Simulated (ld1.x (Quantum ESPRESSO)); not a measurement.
Input of ld1.x (Quantum ESPRESSO) 7.5:

```
 &input
   title='Cl', zed=17., rel=1, dft='PZ', iswitch=3,
   config='[Ne] 3s2 3p4.5 3d-2',
   nld=3, rlderiv=1.35, eminld=-4.0, emaxld=5.0, deld=0.02
 /
 &inputp
   pseudotype=2, tm=.true., lloc=-1, rcloc=0.90,
   nlcc=.false.,
   file_pseudopw='Cl.UPF', file_wfcaegen='ae.wfc', file_wfcncgen='nc.wfc', file_beta='beta', file_chi='chi'
 /
3
3S  1  0   2.00   0.00  1.15  1.15  0.0
3P  2  1   4.50   0.00  1.25  1.25  0.0
3D  3  2  -2.00   0.40  1.05  1.05  0.0
 &test
   configts(1)='3s2 3p4.5'
 /
```

Command:
```bash
ld1.x < Cl.in > Cl.out
```

Functional and relativity: LDA (PZ), scalar-relativistic.

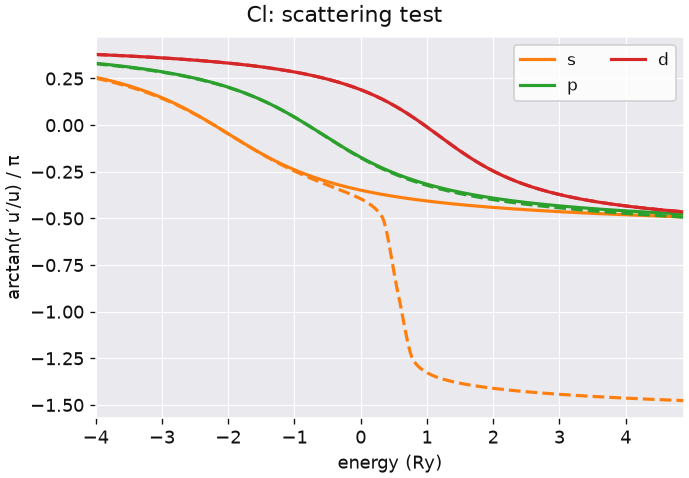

Unwrapped phase arctan(r u′/u) in units of π against energy, all-electron (solid) and pseudo (dashed); the pseudo phase is matched to the all-electron one at the reference energy. Here u = r R(r).

**What does the plot say about ghosts?**

Going away from the reference energies, the phases part by more than π/2 in: s at about 0.6 Ry (above its reference energy, pseudo phase lower). Such a step is either a state that only one of the two atoms has or an ordinary level shifted in energy. The separate test gives: no ghost state below the valence levels in the s, p, d, f channels.

**Give the range of good agreement (0.05 rad in phase) for each channel.**

s: up to about -0.6 Ry; p: up to about 4.7 Ry; d: over the whole range drawn.

**Where are the poles, the energies at which the radial function vanishes at the test radius? (There the phase passes a half-integer multiple of π.)**

s: all-electron at no energy in the range, pseudo at 0.3 Ry; p: all-electron at no energy in the range, pseudo at no energy in the range; d: all-electron at no energy in the range, pseudo at no energy in the range.
